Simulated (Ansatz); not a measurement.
A series of calculations on BNH5OF

## 1. Relaxation

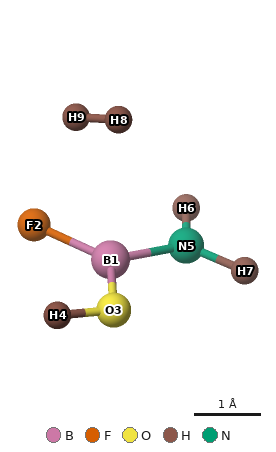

BNH5OF, before the relaxation. Style: ball-and-stick. Shown from a free direction.

The run prepares an end point of a later path (reaction) calculation, from a guessed geometry.

Computed with Ansatz, RKS BHLYP-D4/6-31G*.

The input:
```yaml
crystal:
  periodic: [false, false, false]
  atoms:
    - { symbol: B, position_ang: [-0.128932, -0.322343, -0.184311] }
    - { symbol: F, position_ang: [-0.052705, -0.656287, 1.103404] }
    - { symbol: O, position_ang: [1.013307, -0.190893, -0.908939] }
    - { symbol: H, position_ang: [1.793546, -0.361953, -0.384826] }
    - { symbol: "N", position_ang: [-1.37682, -0.135186, -0.780618] }
    - { symbol: H, position_ang: [-2.233383, -0.206088, -0.270664] }
    - { symbol: H, position_ang: [-1.475875, 0.114671, -1.743039] }
    - { symbol: H, position_ang: [-0.07769, 1.858453, 0.816836] }
    - { symbol: H, position_ang: [0.002352, 1.454026, 1.386457] }
basis:
  gaussian: { orbitals: "6-31G*" }
hamiltonian:
  xc: { name: BHLYP }
  dispersion: d4
relax:
  f_tol: 0.03
  max_steps: 50
```

Launched with:
```bash
ansatz run input.yaml --threads 1 --pin off --max-ram 2048MiB --backend cpu --events-out ev --progress --plain --runs-dir out
```

**Where does the relaxation end?**

The largest move after the best rigid fit is that of H8, 1.60 Å. By element the largest moves are H 1.60 Å, O 0.53 Å, F 0.51 Å, N 0.39 Å, B 0.29 Å. Some distances before and after: H8–H9 0.703 → 0.736 Å, B1–F2 1.332 → 1.343 Å. The energy falls by 0.183 eV in 20 accepted moves (23 points after the start). Largest force component: 1.1 eV/Å at the start, 0.029 eV/Å at the end. The line search rejected the trial steps at points 5, 7, 21 of the run. The forces were under the threshold at step 19, but the run went on from there. Cost: 68 s on 1 thread of Arm Neoverse V1, with other jobs on the host, peak memory 0.16 GiB.

History of the run:

```csv
step,"E − E(0), eV","largest force component, eV/Å",note
0,0.0000,1.0897,
1,-0.1198,0.2063,
2,-0.1289,0.7625,
3,-0.1610,0.0912,
4,-0.1629,0.0369,
5,-0.1523,0.9091,rejected
6,-0.1654,0.0872,
7,-0.1645,0.4761,rejected
8,-0.1671,0.0590,
9,-0.1686,0.1100,
10,-0.1699,0.2559,
11,-0.1724,0.2552,
12,-0.1749,0.2373,
13,-0.1767,0.2611,
14,-0.1783,0.2402,
15,-0.1803,0.0387,
16,-0.1813,0.0778,
17,-0.1816,0.1531,
18,-0.1823,0.0585,
19,-0.1825,0.0169,
20,-0.1827,0.0175,
21,-0.1827,0.0881,rejected
22,-0.1829,0.0176,
23,-0.1829,0.0295,
```

Final geometry:

```xyz
9

B    -0.1581   -0.4169   -0.4610
F    -0.0435   -0.2122    0.8610
O     0.9616   -0.6308   -1.1983
H     1.7504   -0.6088   -0.6592
N    -1.4226   -0.4072   -1.0499
H    -2.2579   -0.2491   -0.5252
H    -1.5565   -0.5531   -2.0296
H     0.1164    2.6565    2.1869
H     0.0740    1.9760    1.9096
```

After the run, drawn alike:

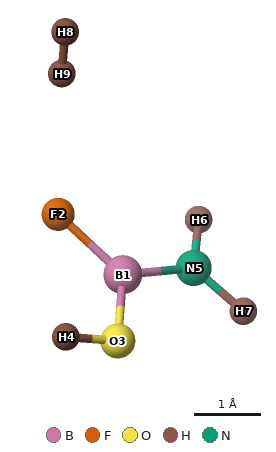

## 2. Relaxation

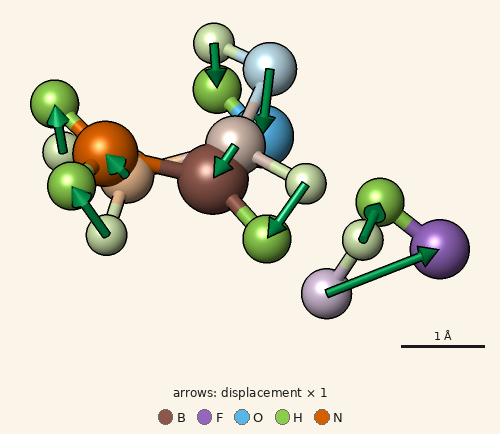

A relaxation of BNH5OF. The starting structure is drawn faded, the final one solid; green arrows show the displacements, at their true length. The two geometries are superimposed by the best rigid fit.

A ball-and-stick model, seen at a tilt.

The run prepares an end point of a later path (reaction) calculation, from a guessed geometry.

Method: Ansatz 0.2.0, RKS BHLYP-D4/6-31G*. (no spin polarisation; force threshold 0.03 eV/Å; at most 50 steps)

Atoms of which element are displaced furthest, and by how much?

Answer. Fluorine: up to 1.50 Å, against 0.84 Å for hydrogen.

Describe the change and its energy.

Answer. The energy falls by 29.0 kJ/mol in 31 accepted moves (36 points after the start). The largest force component goes from 0.41 to 0.018 eV/Å. The line search rejected the trial steps at points 6, 17, 27, 29, 31 of the run. The forces were under the threshold at step 22, but the run went on from there. The atom that moves furthest after the best rigid fit is the F atom (1.50 Å). Largest moves by element: F 1.50 Å, H 0.84 Å, O 0.84 Å, B 0.49 Å, N 0.43 Å. Some distances before and after: F–H 0.924 → 0.934 Å, B–O 1.367 → 1.376 Å, B–H 1.190 → 1.184 Å. Bond angles that change, for instance: O–B–N 125.1° → 122.8°. Cost: 100 s on 1 thread of Arm Neoverse V1, with other jobs on the host, peak memory 0.16 GiB.

## 3. Path

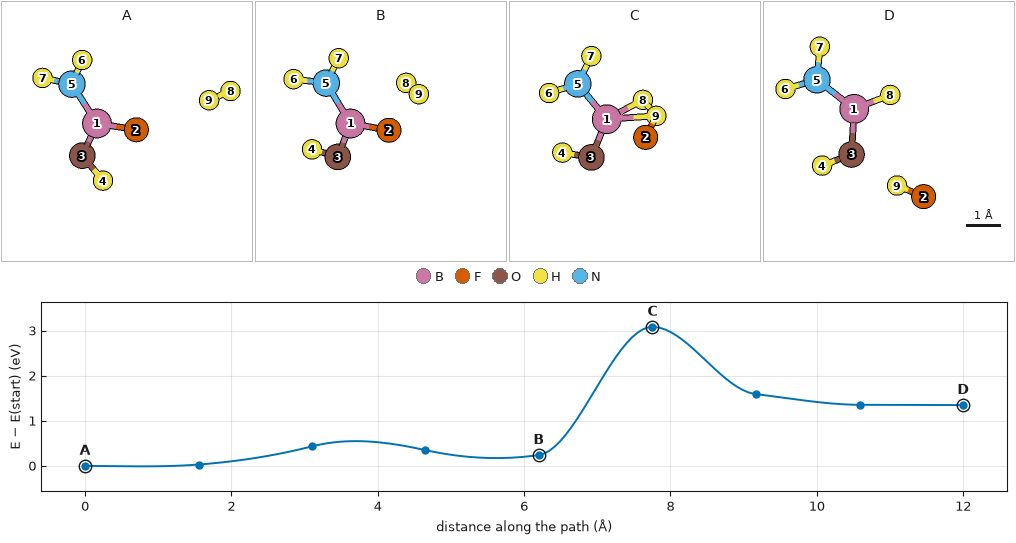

A nudged-elastic-band calculation for BNH5OF, made up at the start of BNH3OF and H₂. Images are numbered from 0 (start) to 8 (end). Frames A to D are images 0, 4, 5, 8. The picture is a ball-and-stick view, seen at a tilt.

Method: RKS BHLYP-D4/6-31G* (Ansatz). Run with 7 movable images; climbing image; force threshold 0.05 eV/Å; iteration limit 60; starting path through a guess of the saddle point.

### Describe the mechanism and the energy profile.

The highest point, image 5, lies 3.08 eV above the start and 1.73 eV above the end; the end is at +1.35 eV relative to the start. The profile has 2 maxima (images 2, 5) with a dip at image 4 (+0.24 eV), so the process runs in steps. The path has more than one stage, and so few images may leave a stage unresolved. Breaking: B1–F2 (1.34 → 1.67 at the top → 3.36 Å), H8–H9 (0.74 → 1.00 at the top → 2.68 Å). Forming: B1–H8 (4.07 → 1.35 at the top → 1.18 Å), F2–H9 (2.43 → 1.16 at the top → 0.93 Å). The band converged in 36 iterations. The largest component of the band force went from 22 to 0.049 eV/Å. The climbing image converged on the top of the path. Its vibrational analysis gives one imaginary mode (1380i cm⁻¹), as a transition state must have.

Limits of the set-up: the start holds two separate molecules, 2.4 Å apart at their closest, whose relative position is a soft coordinate.

The run took 10 min on 1 thread of Arm Neoverse V1, on a shared host, peak memory 0.13 GiB.
